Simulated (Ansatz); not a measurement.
# Ga: the order of phases at one pressure

Which of bcc, hcp, omega, beta tin, sc has the lowest enthalpy for Ga at one common pressure? Methods of the runs shown: LAPW. Companion runs by PAW are cited.

Method: DFT, PBEsol, all-electron LAPW, scalar-relativistic, in Ansatz 0.2.0.

### Step 1. The starting structure

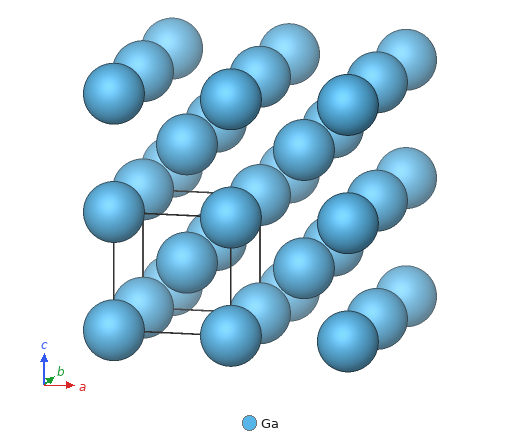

The starting structure, seen slightly off an axis (gallium blue). 2×2×2 cells are drawn. Atoms on the faces are drawn again on the opposite ones. The cell drawn here is the conventional one.

Structure file:

```cif
data_structure
_symmetry_space_group_name_H-M 'Im-3m'
_symmetry_Int_Tables_number 229
_cell_length_a 2.7888
_cell_length_b 2.7888
_cell_length_c 2.7888
_cell_angle_alpha 90.000
_cell_angle_beta 90.000
_cell_angle_gamma 90.000
_cell_volume 21.69
loop_
_atom_site_label
_atom_site_type_symbol
_atom_site_symmetry_multiplicity
_atom_site_Wyckoff_symbol
_atom_site_fract_x
_atom_site_fract_y
_atom_site_fract_z
_atom_site_occupancy
Ga1 Ga 2 a 0.00000 0.00000 0.00000 1
```

The file gives the conventional cell by its symmetry; the runs use the cell typed in the input.

### Step 2. Bcc relaxed under pressure, LAPW

Contents of input.yaml:

```yaml
crystal:
  lattice:
    - [-1.3943998031, 1.3943998031, 1.3943998031]
    - [1.3943998031, -1.3943998031, 1.3943998031]
    - [1.3943998031, 1.3943998031, -1.3943998031]
  atoms:
    - { symbol: Ga, position: [0.0, 0.0, 0.0] }
kpoints:
  mp_grid: { grid: [19, 19, 19] }
scf:
  occupations: { method: fermi_dirac, width: 0.08 }
hamiltonian:
  xc: pbesol
  pseudopotentials: { kind: all_electron, lapw: { basis_error: 0.0005 } }
output:
  forces: true
  stress: true
  eigenvalues: true
relax:
  f_tol: 0.005
  max_steps: 12
  cell: { p_target: 100.0, stress_tol: 0.05 }
```

On the command line:

```console
> ansatz run input.yaml --threads 1 --pin off --max-ram 3584MiB --backend cpu --events-out ev --progress --plain --runs-dir out
```

The log of the run, shortened:

```text
[...]
LAPW: plane waves up to 10.067 Å⁻¹, error target 5.0e-4 eV per atom; small_component_spin mean_spin; Ga in spheres of 1.171 Å, 21 of its electrons in bands, Dirac shells []
[...]
Pseudopotentials: kind: all_electron
Pseudopotential: Ga, LAPW, valence charge 21, Koelling and Harmon's equation, gaussian nucleus
Functional definition: PBEsol
[...]
Crystal: 1 atoms, lattice volume = 10.845 Å³
Basis set: ecut = 386.15050945337174 eV, 177 PW (Γ), exchange–correlation at level 2
Bands: 15, of which v1, the nominal top of the filled ones, is band 11 counted from 1 (10 counted from 0)
Symmetry: 48 space group operations
Space group: Im-3m (ITA 229), of the structure as read, at distance tolerance 2.2e-5 Å
k-points: 220 of 6859
[...]
SCF iter   1: F=—  HF=-52858.749115 eV  |F-HF|=—  |Δ(HF+E_count)|=         —  Δρ=2.11e-2  dr2=2.26e-2  ethr=1.07e-4  ⟨swp⟩=3.1  Hψ=22984  notcnv=0
[...]
relax step   1: F+E_penalty+E_count = -52858.63162749 eV  Δ(F+E_penalty+E_count) = +0.000e0 eV  max|allowed force component| = 0.000e0 eV/Å  Δτ_max = 0.0000 Å  P = +100.201 GPa  Ω = 10.845 Å³  (6 SCF iters, accepted)
[...]
relax step   2: F+E_penalty+E_count = -52858.63500290 eV  Δ(F+E_penalty+E_count) = -3.375e-3 eV  max|allowed force component| = 0.000e0 eV/Å  Δτ_max = 0.0000 Å  P = +99.984 GPa  Ω = 10.850 Å³  (2 SCF iters, accepted)
[...]
relax step   3: F+E_penalty+E_count = -52858.63500291 eV  Δ(F+E_penalty+E_count) = -2.830e-9 eV  max|allowed force component| = 0.000e0 eV/Å  Δτ_max = 0.0000 Å  P = +99.985 GPa  Ω = 10.850 Å³  stress off target by 1.53e-2 GPa  SCF on the basis re-selected at this cell (its energy is not [...]
SCF converged after 2 iterations
Free energy (F): -52858.635003 eV
[...]
E sigma→0 (E₀):  -52858.632160 eV
Entropy (-TS):   -0.005685 eV (-5.685 meV/atom)
Fermi energy:    23.185019 eV
[...]
--- Forces (eV/Å), atoms counted from 1 ---
  atom   1  Ga    -0.00000000     0.00000000     0.00000000
[...]
--- Stress (GPa, compression-positive) ---
       99.984683       0.000000      -0.000000
        0.000000      99.984683      -0.000000
       -0.000000      -0.000000      99.984683
  P = ⅓ Tr σ = 99.9847 GPa (999.847 kbar)
--- Band table (eV; the first three rows and the last of 220) ---
  k-point 0: bands = ["-121.2231", "-72.1038", "-72.1038", "-72.1038", "6.4904", "6.8510", "6.8510", "6.8510", "7.4864", "7.4864", "44.2779", "44.2779", "44.2779", "44.4463", "44.4463"]
[...]
--- Relaxed structure (2 steps of the walk, 2 accepted, 1 SCFs on fresh bases) ---
  F+E_penalty+E_count = -52858.63500291 eV   max|allowed force component| = 0.000e0 eV/Å   (the final SCF, on the basis selected at the relaxed cell)
  cell:  # Å, volume = 10.8502 Å³
    - [-1.3946313335359983, 1.3946313335359983, 1.3946313335359983]
    - [1.3946313335359983, -1.3946313335359983, 1.3946313335359983]
    - [1.3946313335359983, 1.3946313335359983, -1.3946313335359983]
  atoms:
    - { symbol: Ga, position: [0.0, 0.0, 0.0] }
```

Wall time 32 s (1 thread of Arm Neoverse V2, shared host); peak memory 0.41 GiB.

Step by step:

```csv
step,energy from step 1 (eV/cell),largest force component (eV/Å),pressure (GPa),volume (Å³)
1,0.0000,0.0000,100.20,10.84
2,-0.0034,0.0000,99.98,10.85
3,-0.0034,0.0000,99.98,10.85
```

Step 1 is the start. Step 3 repeats the geometry before on a plane-wave basis chosen anew for that cell, so the energy can jump there without any move; the table keeps such jumps.

| input's cell | before | after | change |
| --- | --- | --- | --- |
| a (Å) | 2.415 | 2.416 | +0.0 % |
| b (Å) | 2.415 | 2.416 | +0.0 % |
| c (Å) | 2.415 | 2.416 | +0.0 % |
| volume (Å³/atom) | 10.84 | 10.85 | +0.0 % |

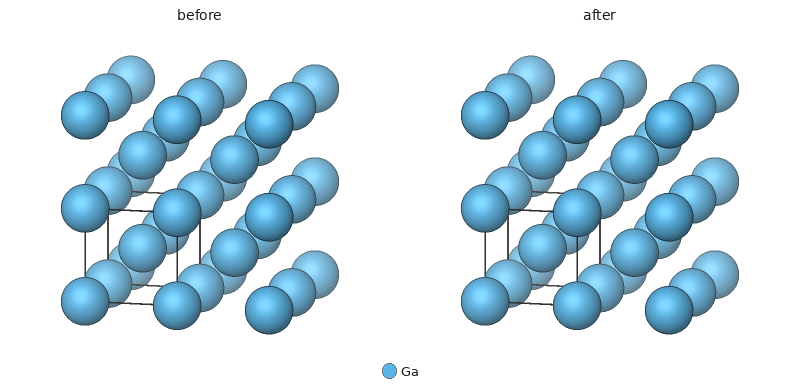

Before and after, at one scale.

Read from it: pressure 99.98 GPa; no gap.

### Step 3. Hcp relaxed under pressure, LAPW

Contents of input.yaml:

```yaml
crystal:
  lattice:
    - [2.4711759536, 0.0, 0.0]
    - [-1.2355879768, 2.1401011531, 0.0]
    - [0.0, 0.0, 4.0745395327]
  atoms:
    - { symbol: Ga, position: [0.3333333333, 0.6666666667, 0.25] }
    - { symbol: Ga, position: [0.6666666667, 0.3333333333, 0.75] }
kpoints:
  mp_grid: { grid: [17, 17, 9] }
scf:
  occupations: { method: fermi_dirac, width: 0.08 }
hamiltonian:
  xc: pbesol
  pseudopotentials: { kind: all_electron, lapw: { basis_error: 0.0005 } }
output:
  forces: true
  stress: true
  eigenvalues: true
relax:
  f_tol: 0.005
  max_steps: 12
  cell: { p_target: 100.0, stress_tol: 0.05 }
```

On the command line:

```console
> ansatz run input.yaml --threads 1 --pin off --max-ram 3584MiB --backend cpu --events-out ev --progress --plain --runs-dir out
```

The log of the run, shortened:

```text
[...]
LAPW: plane waves up to 9.795 Å⁻¹, error target 5.0e-4 eV per atom; small_component_spin mean_spin; Ga in spheres of 1.199 Å, 21 of its electrons in bands, Dirac shells []
[...]
[... 3 set-up lines as earlier in the session ...]
[...]
Crystal: 2 atoms, lattice volume = 21.548 Å³
Basis set: ecut = 365.5696636592184 eV, 337 PW (Γ), exchange–correlation at level 2
Bands: 26, of which v1, the nominal top of the filled ones, is band 21 counted from 1 (20 counted from 0)
Symmetry: 24 space group operations
Space group: P63/mmc (ITA 194), of the structure as read, at distance tolerance 2.8e-5 Å
k-points: 165 of 2601
[...]
SCF iter   1: F=—  HF=-105717.568879 eV  |F-HF|=—  |Δ(HF+E_count)|=         —  Δρ=2.01e-2  dr2=3.64e-2  ethr=8.62e-5  ⟨swp⟩=3.1  Hψ=29600  notcnv=0
[...]
  atom   2  Ga    -0.00000000     0.00000000     0.00000000
[...]
--- Stress (GPa, compression-positive) ---
       99.983343      -0.000000       0.000000
       -0.000000      99.983343       0.000000
        0.000000       0.000000     100.003880
  P = ⅓ Tr σ = 99.9902 GPa (999.902 kbar)
--- Band table (eV; the first three rows and the last of 165) ---
[... band rows left out ...]
[...]
--- Relaxed structure (2 steps of the walk, 2 accepted, 1 SCFs on fresh bases) ---
  F+E_penalty+E_count = -105717.33127380 eV   max|allowed force component| = 2.082e-17 eV/Å   (the final SCF, on the basis selected at the relaxed cell)
  cell:  # Å, volume = 21.5569 Å³
    - [2.471456761504827, 7.297274799572837e-33, -1.1401991874332558e-34]
    - [-1.2357283807524135, 2.140344339817999, 7.637886287084074e-36]
    - [-1.8799902360310945e-34, -9.399951180155473e-35, 4.075214026604546]
  atoms:
    - { symbol: Ga, position: [0.33333333333333337, 0.6666666666666667, 0.25] }
    - { symbol: Ga, position: [0.6666666666666667, 0.33333333333333337, 0.7499999999999999] }
```

It took 63 s on 1 thread of Arm Neoverse V2, shared host; peak memory 0.6 GiB.

Step by step:

```csv
step,energy from step 1 (eV/cell),largest force component (eV/Å),pressure (GPa),volume (Å³)
1,0.0000,0.0000,100.16,21.55
2,-0.0053,0.0000,99.99,21.56
3,-0.0053,0.0000,99.99,21.56
```

Step 1 is the start. Step 3 repeats the geometry before on a plane-wave basis chosen anew for that cell, so the energy can jump there without any move; the table keeps such jumps.

| input's cell | before | after | change |
| --- | --- | --- | --- |
| a (Å) | 2.471 | 2.471 | +0.0 % |
| b (Å) | 2.471 | 2.471 | +0.0 % |
| c (Å) | 4.075 | 4.075 | +0.0 % |
| volume (Å³/atom) | 10.77 | 10.78 | +0.0 % |

Read from it: pressure 99.99 GPa; no gap.

### Step 4. Omega relaxed under pressure, LAPW

Contents of input.yaml:

```yaml
crystal:
  lattice:
    - [3.9891136828, 0.0, 0.0]
    - [-1.9945568414, 3.4546737879, 0.0]
    - [0.0, 0.0, 2.3690598625]
  atoms:
    - { symbol: Ga, position: [0.0, 0.0, 0.0] }
    - { symbol: Ga, position: [0.3333333333, 0.6666666667, 0.5] }
    - { symbol: Ga, position: [0.6666666667, 0.3333333333, 0.5] }
kpoints:
  mp_grid: { grid: [9, 9, 13] }
scf:
  occupations: { method: fermi_dirac, width: 0.08 }
hamiltonian:
  xc: pbesol
  pseudopotentials: { kind: all_electron, lapw: { basis_error: 0.0005 } }
output:
  forces: true
  stress: true
  eigenvalues: true
relax:
  f_tol: 0.005
  max_steps: 12
  cell: { p_target: 100.0, stress_tol: 0.05 }
```

On the command line:

```console
> ansatz run input.yaml --threads 1 --pin off --max-ram 3584MiB --backend cpu --events-out ev --progress --plain --runs-dir out
```

The log of the run, shortened:

```text
[...]
LAPW: plane waves up to 10.650 Å⁻¹, error target 5.0e-4 eV per atom; small_component_spin mean_spin; Ga in spheres of 1.117 Å, 21 of its electrons in bands, Dirac shells []
[...]
[... 3 set-up lines as earlier in the session ...]
[...]
Crystal: 3 atoms, lattice volume = 32.648 Å³
Basis set: ecut = 432.1759821306253 eV, 657 PW (Γ), exchange–correlation at level 2
Bands: 38, of which v1, the nominal top of the filled ones, is band 32 counted from 1 (31 counted from 0)
[... 1 set-up line as earlier in the session ...]
Space group: P6/mmm (ITA 191), of the structure as read, at distance tolerance 3.2e-5 Å
k-points: 84 of 1053
[...]
SCF iter   1: F=—  HF=-158576.241239 eV  |F-HF|=—  |Δ(HF+E_count)|=         —  Δρ=2.58e-2  dr2=1.24e-1  ethr=1.96e-4  ⟨swp⟩=3.1  Hψ=20619  notcnv=0
[...]
--- Stress (GPa, compression-positive) ---
       99.984736      -0.000000       0.000000
        0.000000      99.984736       0.000000
        0.000000       0.000000      99.974911
  P = ⅓ Tr σ = 99.9815 GPa (999.815 kbar)
--- Band table (eV; the first three rows and the last of 84) ---
[...]
--- Relaxed structure (2 steps of the walk, 2 accepted, 1 SCFs on fresh bases) ---
  F+E_penalty+E_count = -158575.88981957 eV   max|allowed force component| = 6.939e-18 eV/Å   (the final SCF, on the basis selected at the relaxed cell)
  cell:  # Å, volume = 32.6633 Å³
    - [3.989801159458897, 0.0, 1.2820229383249684e-33]
    - [-1.9949005797294486, 3.455269160140013, 1.8588473840451713e-20]
    - [7.61369398691411e-34, 1.2747139088749286e-20, 2.36934047912921]
  atoms:
    - { symbol: Ga, position: [-8.960562001658368e-35, -2.632569597076669e-35, -1.764216909731805e-38] }
    - { symbol: Ga, position: [0.3333333333333333, 0.6666666666666666, 0.49999999999999994] }
    - { symbol: Ga, position: [0.6666666666666666, 0.3333333333333333, 0.49999999999999994] }
```

It took 85 s on 1 thread of Arm Neoverse V2, shared host; peak memory 0.58 GiB.

Step by step:

```csv
step,energy from step 1 (eV/cell),largest force component (eV/Å),pressure (GPa),volume (Å³)
1,0.0000,0.0000,100.18,32.65
2,-0.0094,0.0000,99.98,32.66
3,-0.0094,0.0000,99.98,32.66
```

Step 1 is the start. Step 3 repeats the geometry before on a plane-wave basis chosen anew for that cell, so the energy can jump there without any move; the table keeps such jumps.

| input's cell | before | after | change |
| --- | --- | --- | --- |
| a (Å) | 3.989 | 3.990 | +0.0 % |
| b (Å) | 3.989 | 3.990 | +0.0 % |
| c (Å) | 2.369 | 2.369 | +0.0 % |
| volume (Å³/atom) | 10.88 | 10.89 | +0.0 % |

In short: pressure 99.98 GPa; no gap.

### Step 5. Beta tin relaxed under pressure, LAPW

Contents of input.yaml:

```yaml
crystal:
  lattice:
    - [-2.204475051, 2.204475051, 1.1500798172]
    - [2.204475051, -2.204475051, 1.1500798172]
    - [2.204475051, 2.204475051, -1.1500798172]
  atoms:
    - { symbol: Ga, position: [-0.375, -0.125, -0.25] }
    - { symbol: Ga, position: [0.375, 0.125, 0.25] }
kpoints:
  mp_grid: { grid: [18, 18, 18] }
scf:
  occupations: { method: fermi_dirac, width: 0.08 }
hamiltonian:
  xc: pbesol
  pseudopotentials: { kind: all_electron, lapw: { basis_error: 0.0005 } }
output:
  forces: true
  stress: true
  eigenvalues: true
relax:
  f_tol: 0.005
  max_steps: 12
  cell: { p_target: 100.0, stress_tol: 0.05 }
```

On the command line:

```console
> ansatz run input.yaml --threads 1 --pin off --max-ram 3584MiB --backend cpu --events-out ev --progress --plain --runs-dir out
```

The log of the run, shortened:

```text
[...]
LAPW: plane waves up to 10.788 Å⁻¹, error target 5.0e-4 eV per atom; small_component_spin mean_spin; Ga in spheres of 1.105 Å, 21 of its electrons in bands, Dirac shells []
[...]
[... 3 set-up lines as earlier in the session ...]
[...]
Crystal: 2 atoms, lattice volume = 22.356 Å³
Basis set: ecut = 443.38633205384355 eV, 467 PW (Γ), FFT grids on a1+a2, a2, a3, exchange–correlation at level 2
Bands: 26, of which v1, the nominal top of the filled ones, is band 21 counted from 1 (20 counted from 0)
Symmetry: 16 space group operations
Space group: I41/amd (ITA 141), of the structure as read, at distance tolerance 2.8e-5 Å
k-points: 480 of 5832
[...]
--- Forces (eV/Å), atoms counted from 1 ---
  atom   1  Ga     0.00000000    -0.00000000     0.00000000
  atom   2  Ga    -0.00000000    -0.00000000     0.00000000
[...]
--- Stress (GPa, compression-positive) ---
       99.980341       0.000000       0.000000
        0.000000      99.980341       0.000000
        0.000000       0.000000      99.995462
  P = ⅓ Tr σ = 99.9854 GPa (999.854 kbar)
--- Band table (eV; the first three rows and the last of 480) ---
[... band rows left out ...]
[...]
--- Relaxed structure (2 steps of the walk, 2 accepted, 1 SCFs on fresh bases) ---
  F+E_penalty+E_count = -105717.18856008 eV   max|allowed force component| = 1.735e-18 eV/Å   (the final SCF, on the basis selected at the relaxed cell)
  cell:  # Å, volume = 22.3649 Å³
    - [-2.204769465025985, 2.204769465025985, 1.1502205574433833]
    - [2.204769465025985, -2.204769465025985, 1.1502205574433833]
    - [2.204769465025985, 2.204769465025985, -1.1502205574433833]
  atoms:
    - { symbol: Ga, position: [-0.375, -0.125, -0.25] }
    - { symbol: Ga, position: [0.375, 0.125, 0.25] }
```

Run time: 3.6 min. Hardware: 1 thread of Arm Neoverse V2, shared host; peak memory 1.5 GiB.

Relaxation path:

```csv
step,energy from step 1 (eV/cell),largest force component (eV/Å),pressure (GPa),volume (Å³)
1,0.0000,0.0000,100.15,22.36
2,-0.0054,0.0000,99.98,22.36
3,-0.0054,0.0000,99.99,22.36
```

Step 1 is the start. Step 3 repeats the geometry before on a plane-wave basis chosen anew for that cell, so the energy can jump there without any move; the table keeps such jumps.

| input's cell | before | after | change |
| --- | --- | --- | --- |
| a (Å) | 3.323 | 3.323 | +0.0 % |
| b (Å) | 3.323 | 3.323 | +0.0 % |
| c (Å) | 3.323 | 3.323 | +0.0 % |
| volume (Å³/atom) | 11.18 | 11.18 | +0.0 % |

Result: pressure 99.99 GPa; no gap.

### Step 6. Sc relaxed under pressure, LAPW

Contents of input.yaml:

```yaml
crystal:
  lattice:
    - [2.2452432013, 0.0, 0.0]
    - [0.0, 2.2452432013, 0.0]
    - [0.0, 0.0, 2.2452432013]
  atoms:
    - { symbol: Ga, position: [0.0, 0.0, 0.0] }
kpoints:
  mp_grid: { grid: [16, 16, 16] }
scf:
  occupations: { method: fermi_dirac, width: 0.08 }
hamiltonian:
  xc: pbesol
  pseudopotentials: { kind: all_electron, lapw: { basis_error: 0.0005 } }
output:
  forces: true
  stress: true
  eigenvalues: true
relax:
  f_tol: 0.005
  max_steps: 12
  cell: { p_target: 100.0, stress_tol: 0.05 }
```

On the command line:

```console
> ansatz run input.yaml --threads 1 --pin off --max-ram 3584MiB --backend cpu --events-out ev --progress --plain --runs-dir out
```

The log of the run, shortened:

```text
[...]
LAPW: plane waves up to 10.974 Å⁻¹, error target 5.0e-4 eV per atom; small_component_spin mean_spin; Ga in spheres of 1.089 Å, 21 of its electrons in bands, Dirac shells []
[...]
[... 3 set-up lines as earlier in the session ...]
[...]
Crystal: 1 atoms, lattice volume = 11.319 Å³
Basis set: ecut = 458.83600841714735 eV, 251 PW (Γ), exchange–correlation at level 2
Bands: 15, of which v1, the nominal top of the filled ones, is band 11 counted from 1 (10 counted from 0)
[... 1 set-up line as earlier in the session ...]
Space group: Pm-3m (ITA 221), of the structure as read, at distance tolerance 2.2e-5 Å
k-points: 165 of 4096
[...]
SCF iter   1: F=—  HF=-52858.650548 eV  |F-HF|=—  |Δ(HF+E_count)|=         —  Δρ=2.50e-2  dr2=2.58e-2  ethr=1.22e-4  ⟨swp⟩=3.1  Hψ=16568  notcnv=0
[...]
--- Forces (eV/Å), atoms counted from 1 ---
  atom   1  Ga     0.00000000     0.00000000    -0.00000000
[...]
--- Stress (GPa, compression-positive) ---
       99.990071      -0.000000      -0.000000
       -0.000000      99.990071      -0.000000
       -0.000000      -0.000000      99.990071
  P = ⅓ Tr σ = 99.9901 GPa (999.901 kbar)
--- Band table (eV; the first three rows and the last of 165) ---
  k-point 0: bands = ["-122.7253", "-73.5795", "-73.5795", "-73.5795", "4.5423", "4.5423", "5.7845", "6.3438", "6.3438", "6.3438", "34.7919", "34.7919", "34.7919", "37.5742", "37.5742"]
[...]
--- Relaxed structure (2 steps of the walk, 2 accepted, 1 SCFs on fresh bases) ---
  F+E_penalty+E_count = -52858.52748721 eV   max|allowed force component| = 0.000e0 eV/Å   (the final SCF, on the basis selected at the relaxed cell)
  cell:  # Å, volume = 11.3225 Å³
    - [2.245507955488097, 6.419766481290786e-35, -6.419766481290786e-35]
    - [6.419766481290786e-35, 2.245507955488097, 0.0]
    - [-6.419766481290786e-35, 0.0, 2.245507955488097]
  atoms:
    - { symbol: Ga, position: [0.0, 0.0, 0.0] }
```

Wall time 26 s (1 thread of Arm Neoverse V2, shared host); peak memory 0.39 GiB.

Step by step:

```csv
step,energy from step 1 (eV/cell),largest force component (eV/Å),pressure (GPa),volume (Å³)
1,0.0000,0.0000,100.14,11.32
2,-0.0025,0.0000,99.99,11.32
3,-0.0025,0.0000,99.99,11.32
```

Step 1 is the start. Step 3 repeats the geometry before on a plane-wave basis chosen anew for that cell, so the energy can jump there without any move; the table keeps such jumps.

| input's cell | before | after | change |
| --- | --- | --- | --- |
| a (Å) | 2.245 | 2.246 | +0.0 % |
| b (Å) | 2.245 | 2.246 | +0.0 % |
| c (Å) | 2.245 | 2.246 | +0.0 % |
| volume (Å³/atom) | 11.32 | 11.32 | +0.0 % |

This run gives: pressure 99.99 GPa; no gap.

### Step 7. The series in one table

The PAW rows are taken from companion runs at the same settings.

Enthalpy per atom, H = F + pV at p = 100 GPa, from each method's lowest phase:

```
method     start  space group, start → end  volume (Å³/atom)  pressure (GPa)  enthalpy (meV/atom)
  LAPW       bcc             Im-3m → Im-3m            10.850           100.0                 75.4
  LAPW       hcp       P6_3/mmc → P6_3/mmc            10.778           100.0                  0.0
  LAPW     omega           P6/mmm → P6/mmm            10.888           100.0                103.9
  LAPW  beta tin       I4_1/amd → I4_1/amd            11.182           100.0                323.5
  LAPW        sc             Pm-3m → Pm-3m            11.323           100.0                477.7
   PAW       bcc             Im-3m → Im-3m            10.845           100.0                 75.4
   PAW       hcp       P6_3/mmc → P6_3/mmc            10.774           100.0                  0.0
   PAW     omega           P6/mmm → P6/mmm            10.883           100.0                104.0
   PAW  beta tin       I4_1/amd → I4_1/amd            11.178           100.0                324.1
   PAW        sc             Pm-3m → Pm-3m            11.319           100.0                478.2
```

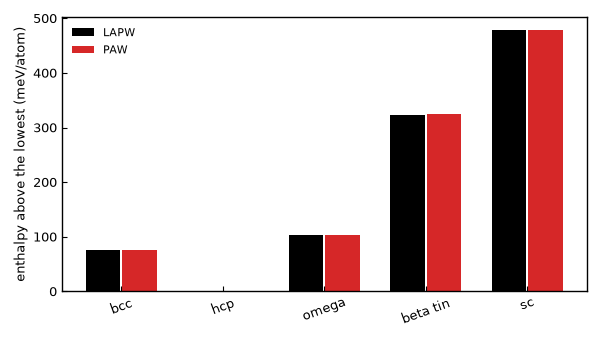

Enthalpy of each start above the lowest.

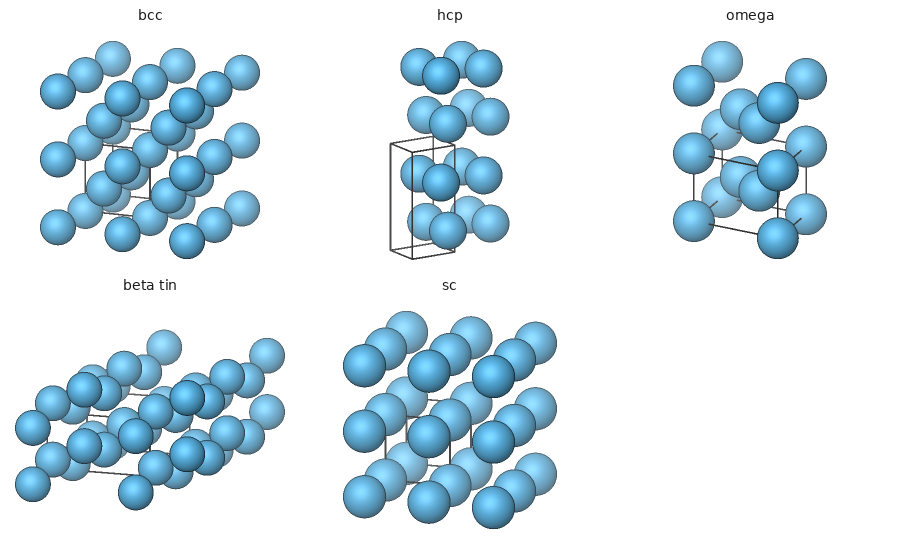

The relaxed phases, each at its own scale.

### Step 8. Summary of results

| quantity | value |
| --- | --- |
| pressure | 100 GPa |
| lowest (LAPW) | hcp, 75.4 meV/atom under bcc |
| lowest (PAW) | hcp, 75.4 meV/atom under bcc |

**Reading.** By LAPW the order is hcp < bcc < omega < beta tin < sc. By PAW the order is hcp < bcc < omega < beta tin < sc. The methods agree on the lowest phase. Only these structures were tried, with electrons smeared by 0.08 eV and without vibrations, so the true ground state may be another. The k meshes differ between phases and weren't tested, which can move differences by some meV.
